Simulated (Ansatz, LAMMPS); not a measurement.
## A frame of liquid 1,3,5-triphenylbenzene from 473 K (126 atoms): geometry optimisation

Aim: bring a frame of liquid 1,3,5-triphenylbenzene from 473 K (126 atoms) to a nearby minimum of the energy and see what moves.

Main program and level: Ansatz 0.2.0; Kohn-Sham DFT, r2SCAN+D4, PAW (set soft_2), plane waves.

## 1. Set-up

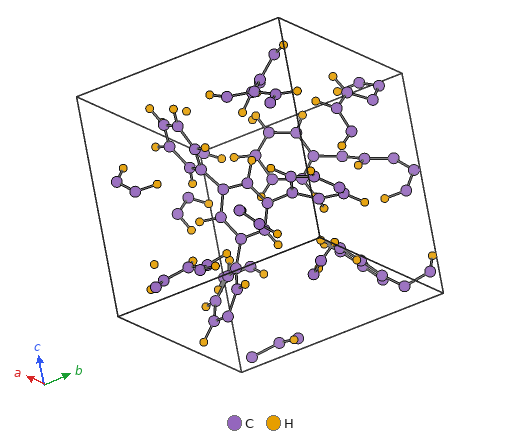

The cell as given, from a free direction (carbon purple, hydrogen orange). Bonds to atoms that aren't drawn are left out. Some periodic images of atoms are drawn too.

The cell holds 126 atoms: 72 C and 54 H. Cell: a = 11.401 Å, b = 11.401 Å, c = 11.401 Å, α = 90.0°, β = 90.0°, γ = 90.0°. 3 1,3,5-triphenylbenzene placed at random, at 1.03 g/cm³; overlaps pushed apart, then 10 ps at 573 K with MMFF94 bonds, angles, torsions, charges and radii (Halgren, J. Comput. Chem. 17, 490 (1996)) in harmonic and 12-6 forms. Snapshot after 20 ps at 473 K and fixed volume.

Before any run, some limits are plain. The network of contacts between molecules at the start is that of the classical potential that made the cell. The density was typed from a rule of thumb and may lie off the real one at this temperature. The Brillouin zone is sampled at Γ only, in a cell whose shortest periodic width is 11 Å.

## 2. How the cell was made

A classical potential makes the cell, at a small fraction of what the same run would cost in DFT.

This step: classical MD, MMFF94 bonds, angles, torsions, charges and radii (Halgren, J. Comput. Chem. 17, 490 (1996)) in harmonic and 12-6 forms (LAMMPS 22 Jul 2025 - Update 4).

in.lmp reads:

```
# liquid 1,3,5-triphenylbenzene
units real
atom_style full
boundary p p p
bond_style harmonic
angle_style harmonic
dihedral_style opls
improper_style harmonic
special_bonds lj 0 0 0.5 coul 0 0 0.75
read_data data.lmp
neigh_modify delay 0 every 1 check yes one 4000
comm_modify cutoff 12.0
timestep 0.5
thermo_style custom step time temp pe press density
thermo_modify norm yes
# push overlapping molecules apart
pair_style soft 2.6
pair_coeff * * 0.0
variable a equal ramp(1,60)
fix ad all adapt 1 pair soft a * * v_a
velocity all create 573 544821 mom yes dist gaussian
fix lim all nve/limit 0.03
fix lan all langevin 573 573 50 544822 zero yes
thermo 1000
run 3000 post no
unfix ad
pair_style lj/cut/coul/long 9.0
pair_modify mix arithmetic tail yes
pair_coeff 1 1 0.0678 3.5860   # C
pair_coeff 2 2 0.0216 2.5400   # H
kspace_style pppm 1.0e-4
thermo 100
minimize 1e-5 1e-3 300 3000
reset_timestep 0
# [... 14 lines left out ...]
compute msd all msd com yes
thermo 5000
fix md all nvt temp 473 473 100
run 20000 post no
print "== T473: mean square displacement over the hold $(c_msd[4]:%.2f) A^2"
unfix md
uncompute msd
write_dump all custom T473.dump id type xs ys zs modify sort id
```

On the command line:

```bash
> lmp -in in.lmp -log none -nocite
```

The log of the run:

```text
LAMMPS (22 Jul 2025 - Update 4)
Reading data file ...
  orthogonal box = (0 0 0) to (11.40104 11.40104 11.40104)
  126 atoms
  orthogonal box = (0 0 0) to (11.40104 11.40104 11.40104)
  135 bonds
  216 angles
  324 dihedrals
  72 impropers
   Step          Time           Temp          PotEng         Press         Density
         0   0              573            1.1006851     -30362.906      1.0299995
      1000   500            509.98251      2.2764112      11316.825      1.0299995
      2000   1000           518.34936      2.2465813      8460.3214      1.0299995
      3000   1500           548.50281      2.3300873      9815.4152      1.0299995
Loop time of 0.258694 s on 1 MPI rank(s) for 3000 steps with 126 atoms
PPPM initialization ...
  G vector (1/distance) = 0.26672562
  grid = 5 5 5
  estimated relative force accuracy = 1.666345e-05
   Step          Time           Temp          PotEng         Press         Density
[... 14 lines left out ...]
      2000   1000           496.57614      2.0473746      2284.4231      1.0299995
Loop time of 0.491139 s on 1 MPI rank(s) for 2000 steps with 126 atoms
   Step          Time           Temp          PotEng         Press         Density
      2000   1000           496.57614      2.0473746      2284.4231      1.0299995
[... 5 lines left out ...]
Loop time of 2.66088 s on 1 MPI rank(s) for 10000 steps with 126 atoms
   Step          Time           Temp          PotEng         Press         Density
[... 4 lines left out ...]
Loop time of 1.27183 s on 1 MPI rank(s) for 5000 steps with 126 atoms
   Step          Time           Temp          PotEng         Press         Density
[... 2 lines left out ...]
     25000   24000          470.82811      1.8644652      4657.5185      1.0299995
     30000   29000          490.16637      1.6929917      3633.326       1.0299995
     35000   34000          400.86198      1.5346387     -1399.9412      1.0299995
     37000   36000          425.0777       1.6659491      4129.0575      1.0299995
Loop time of 5.11653 s on 1 MPI rank(s) for 20000 steps with 126 atoms
== T473: mean square displacement over the hold 5.41 A^2
```

The job ended after 10 s (1 thread of AMD EPYC 9R45, shared host; peak memory 0.12 GiB).

The input also reads data.lmp (atoms, bonds and types; not printed here).

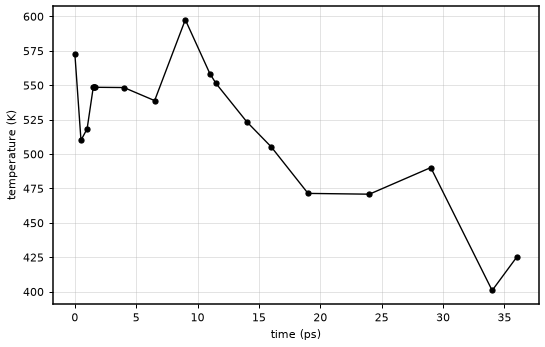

Temperature against time.

## 3. Single point at the start

A single point comes first, to see the forces before anything moves.

input.yaml reads:

```yaml
crystal:
  lattice:
    - [11.40104, 0.0, 0.0]
    - [0.0, 11.40104, 0.0]
    - [0.0, 0.0, 11.40104]
  atoms:
    - { symbol: C, position: [0.77364, 0.83033, 0.95117] }
    - { symbol: C, position: [0.68762, 0.82182, 0.03751] }
    - { symbol: C, position: [0.60509, 0.73307, 0.02872] }
    - { symbol: C, position: [0.61036, 0.65454, 0.92827] }
    - { symbol: C, position: [0.70482, 0.65887, 0.85838] }
    - { symbol: C, position: [0.78753, 0.75005, 0.8618] }
    - { symbol: C, position: [0.88064, 0.76256, 0.77953] }
    - { symbol: C, position: [0.96237, 0.67359, 0.76671] }
    - { symbol: C, position: [0.0787, 0.69384, 0.71285] }
    - { symbol: C, position: [0.17364, 0.61038, 0.72014] }
    - { symbol: C, position: [0.23165, 0.56916, 0.61647] }
    - { symbol: C, position: [0.3021, 0.4667, 0.63338] }
    - { symbol: C, position: [0.3406, 0.43054, 0.74548] }
    - { symbol: C, position: [0.29006, 0.48555, 0.84229] }
    - { symbol: C, position: [0.20459, 0.56776, 0.8334] }
    - { symbol: C, position: [0.09012, 0.79966, 0.66113] }
    - { symbol: C, position: [0.99766, 0.88694, 0.65456] }
    - { symbol: C, position: [0.0141, 0.97828, 0.56439] }
    - { symbol: C, position: [0.9693, 0.09561, 0.58641] }
    - { symbol: C, position: [0.98844, 0.18185, 0.50601] }
    - { symbol: C, position: [0.04598, 0.15721, 0.41224] }
    - { symbol: C, position: [0.09113, 0.04943, 0.38942] }
    - { symbol: C, position: [0.07668, 0.95776, 0.46265] }
    - { symbol: C, position: [0.90006, 0.86813, 0.72394] }
    - { symbol: H, position: [0.82772, 0.90992, 0.95199] }
    - { symbol: H, position: [0.66701, 0.89027, 0.10251] }
    - { symbol: H, position: [0.52552, 0.72029, 0.08043] }
    - { symbol: H, position: [0.53671, 0.59349, 0.92172] }
    - { symbol: H, position: [0.69445, 0.59248, 0.7925] }
    - { symbol: H, position: [0.94914, 0.58902, 0.80956] }
    - { symbol: H, position: [0.20082, 0.6004, 0.53081] }
    - { symbol: H, position: [0.34397, 0.42289, 0.55952] }
    [... 88 atom lines left out ...]
    - { symbol: H, position: [0.80181, 0.7305, 0.46211] }
    - { symbol: H, position: [0.81764, 0.92008, 0.37794] }
    - { symbol: H, position: [0.65955, 0.03531, 0.31101] }
    - { symbol: H, position: [0.45335, 0.95214, 0.31599] }
    - { symbol: H, position: [0.43855, 0.75165, 0.36417] }
    - { symbol: H, position: [0.66607, 0.57879, 0.58748] }
kpoints:
  mp_grid: { grid: [1, 1, 1] }
hamiltonian:
  xc: r2scan
  dispersion: d4
scf:
  occupations: { method: fixed }
output:
  forces: true
  stress: true
  populations: intrinsic
  dos:
    method: { smearing: { sigma: 0.1 } }
    de: 0.1
    projected: { site_lists: { C: [C], H: [H] } }
  eigenvalues: true
```

On the command line:

```bash
> ansatz run input.yaml --threads 4 --pin off --max-ram 8192MiB --backend cpu --events-out ev --progress --plain --runs-dir out
```

The log of the run:

```text
Engine: ansatz 0.2.0, x86_64-unknown-linux-gnu
Pseudopotentials: kind: paw
Pseudopotential: C, paw, valence charge 4, recommended cutoff 500 eV (meta_gga), C.paw.azcp
Pseudopotential: H, paw, valence charge 1, recommended cutoff 500 eV (meta_gga), H.paw.azcp
[... 6 lines on functional and potentials left out ...]
Crystal: 126 atoms, lattice volume = 1481.950 Å³
Basis set: ecut = 500 eV, 37561 PW (Γ), exchange–correlation on 360×360×360 points (64 copies of the dense FFT grid, shifted against one another)
Bands: 297, of which v1, the nominal top of the filled ones, is band 171 counted from 1 (170 counted from 0)
Symmetry: 1 space group operations
Space group: P1 (ITA 1), of the structure as read, at distance tolerance 1.1e-4 Å
k-points: 1
[... 6 lines on functional and potentials left out ...]
Initial density: superposition of atomic densities (neutral atoms: chi_scale 0, normalization atom), corrected by the library's trained network
Initial wavefunctions: pseudopotential atomic-orbital guess
Functional: x = r2scan, c = r2scan; τ floored in thin density (d = 2e-4 eV/Å³)
SCF iter   1: F=—  HF=-18977.019372 eV  |F-HF|=—  |Δ(HF+E_count)|=         —  Δρ=5.90e-3  dr2=2.75e-1  dr2_τ=1.55e1  ethr=1.77e-3  ⟨swp⟩=5.0  Hψ=1038  notcnv=0  defer=122
preconditioner: auto → Resta (q_TF=auto, 2.137 Å⁻¹)  ε∞=2.3  [insulator: Δε(μ)=3.525 eV  Ē_g=15.552 eV  n_scr=250 (ndim 8)  ℏωp=17.8 eV  f_vac=0.255  ε∞_Penn≈2.3]
SCF iter   2: F=—  HF=-18976.509666 eV  |F-HF|=—  |Δ(HF+E_count)|=   5.10e-1  Δρ=3.70e-3  dr2=9.13e-2  dr2_τ=5.51e-3  ethr=8.04e-5  ⟨swp⟩=2.0  Hψ=518  notcnv=0  defer=121
SCF iter   3: F=—  HF=-18976.521629 eV  |F-HF|=—  |Δ(HF+E_count)|=   1.20e-2  Δρ=1.06e-3  dr2=2.04e-2  dr2_τ=3.86e-3  ethr=2.67e-5  ⟨swp⟩=2.0  Hψ=350  notcnv=0  defer=124
SCF iter   4: F=—  HF=-18976.519246 eV  |F-HF|=—  |Δ(HF+E_count)|=   2.38e-3  Δρ=3.07e-4  dr2=1.22e-3  dr2_τ=9.27e-5  ethr=5.95e-6  ⟨swp⟩=3.0  Hψ=351  notcnv=0  defer=124
SCF iter   5: F=—  HF=-18976.520063 eV  |F-HF|=—  |Δ(HF+E_count)|=   8.17e-4  Δρ=9.39e-5  dr2=2.39e-4  dr2_τ=1.75e-5  ethr=3.58e-7  ⟨swp⟩=2.0  Hψ=345  notcnv=0  defer=124
SCF iter   6: F=—  HF=-18976.520373 eV  |F-HF|=—  |Δ(HF+E_count)|=   3.10e-4  Δρ=4.38e-5  dr2=4.73e-5  dr2_τ=3.99e-6  ethr=6.97e-8  ⟨swp⟩=2.0  Hψ=331  notcnv=0  defer=121
SCF iter   7: F=—  HF=-18976.522500 eV  |F-HF|=—  |Δ(HF+E_count)|=   2.13e-3  Δρ=1.52e-5  dr2=5.84e-6  dr2_τ=4.40e-7  ethr=1.38e-8  ⟨swp⟩=2.0  Hψ=438  notcnv=0  defer=121
SCF iter   8: F=—  HF=-18976.522509 eV  |F-HF|=—  |Δ(HF+E_count)|=   8.26e-6  Δρ=5.15e-6  dr2=5.67e-7  dr2_τ=5.01e-8  ethr=1.71e-9  ⟨swp⟩=2.0  Hψ=323  notcnv=0  defer=121
SCF iter   9: F=-18976.522510 eV  HF=-18976.522510 eV  |F-HF|=1.18e-7  |Δ(HF+E_count)|=   8.88e-7  Δρ=1.80e-6  dr2=8.46e-8  dr2_τ=7.79e-9  ethr=2.92e-11  ⟨swp⟩=19.0  Hψ=2522  notcnv=0
SCF 1 converged in 9 iterations: F = -18976.522510 eV  dr2 = 8.46e-8
  greatest PAW one-centre occupation: 0.715 electrons in one spin orbital (limit 2), on the C atom at site 20 (counted from 0), in its partial waves of l = 0
SCF converged after 9 iterations
Free energy (F): -18976.522510 eV
Harris-Foulkes:  -18976.522510 eV  (|F-HF|=1.18e-7)
Internal energy: -18976.522510 eV  (E = F + TS)
E sigma→0 (E₀):  -18976.522510 eV
Fermi energy:    -0.387623 eV
--- Per-component energies (eV) ---
  E_band       = -2642.309216
  E_kinetic    = 7283.131110
  E_local      = -23076.769279  (includes V_loc(G=0)·N_el)
  E_nonlocal   = 2050.416356
  E_hartree    = 8357.993425
  E_xc         = -3879.600026
  E_vxc        = -5396.650198  (∫ρ·V_xc dr)
  E_paw        = -7297.683510  (= ΣΔE_a)
  E_vpaw       = -530.662804  (= ΣTr[D̂ρ^β])
  E_aug_tail   = -0.026583  (compensation charges beyond the density's cutoff)
  E_vtau       = 312.269860  (kinetic-family band-sum trace: ∫τ·v_τ [+ j·A + Jᵃ·Aᵃ] dr)
  E_ewald      = -2408.554128
  E_disp       = -3.646165  (pairwise vdW)
  E_core_change = -1.783709  (= ΣΔE_core)
  E_smearing   = -0.000000  (= −TS)
  E_closure    = -0.000000  (closes the sum)
  Σ components = -18976.522510   (vs F -18976.522510, Δ=0.00e0)
--- Forces (eV/Å), atoms counted from 1 ---
  atom   1  C      0.31598131     1.64815299     0.53146570
  atom   2  C     -1.53037677     0.00293615     0.26468811
  atom   3  C     -0.64625041    -1.40957891    -2.03426582
  atom   4  C     -1.19833984     1.35655419     4.07625126
  atom   5  C     -0.03820209    -0.61099181    -1.60757220
  atom   6  C     -1.65503274    -0.87365914     0.96663159
  atom   7  C      1.59333528    -0.49740632    -0.40490246
  atom   8  C      2.44383206    -0.68641880    -0.04567082
  atom   9  C     -3.58876266    -0.05899470     1.53750373
  atom  10  C      0.48002294    -0.67875476     0.06743863
  atom  11  C     -0.62446090    -1.64842523     1.92391055
  atom  12  C      0.90867835     1.29350409    -0.20815750
  atom  13  C     -2.60457350     2.19959732    -1.62718091
  atom  14  C      1.10924220    -1.17729574    -1.53236615
[...]
atom 125  H     -0.96508601    -1.26072483     0.05439317
  atom 126  H     -0.06467120    -0.64608924    -1.18542854
  max |Σ_I F_I| component: 5.83e-5 eV/Å
--- Stress (GPa, compression-positive) ---
        0.870894       0.600836      -0.774224
        0.600836       2.510025      -1.211548
       -0.774224      -1.211548       1.638140
  P = ⅓ Tr σ = 1.6730 GPa (16.730 kbar)
--- Band table (eV) ---
  k-point 0: bands = ["-18.3448", "-18.1745", "-18.0634", "-17.8528", [... 281 levels ...], "10.9533", "10.9875", "11.0140", "11.0824", "11.1271", "11.2033", "11.2318", "11.2748", "11.3100", "11.3406", "11.3523", "11.4065"]
--- intrinsic populations: 126 sites ---
  site symbol       q [e]
     0      C      4.1852
     1      C      4.1832
     2      C      4.1866
[...]
125      H      0.8429
  spilling = -0.000000 (of n_electrons = 342.000000)
```

It took 19 s on 4 threads of AMD EPYC 9R45, shared host; peak memory 3.9 GiB.

Read from the output:

```yaml
free_energy: -18976.5225 eV
free_energy_per_atom: -150.6073 eV/atom
scf_cycles: 9
pressure: 1.673 GPa
r_m_s_force_component: 1.26 eV/Å
longest_force: 6.052 eV/Å
fermi_energy: -0.3876 eV
spacing_of_highest_filled_and_lowest_empty_level: 3.525 eV
```

The r.m.s. force component of 1.3 eV/Å and the pressure of 1.7 GPa set the starting point.

Length of the force by element:

```tsv
element	coordination	atoms	mean length of the force (eV/Å)	spread	least	most
C	all	72	2.43	1.17	0.536	6.05
H	all	54	1.02	0.618	0.269	3.43
```

(Part 1 of 3 ends here.)

[Logs are printed without paths, hosts, clocks, repeated set-up lines and the standing remarks that a program may print on its own settings, such as how far it seeks lower states.]

[Hosts, paths, dates, database ids (printed as entryN), source tags and the programs' standing remarks are cut or masked in the printed files.]

[The MMFF94 radii named for the starting cell were scaled by 0.96; in molecules described by MMFF94, hydrogen bound to N, O or S took a small fixed 12-6 site in their place.]
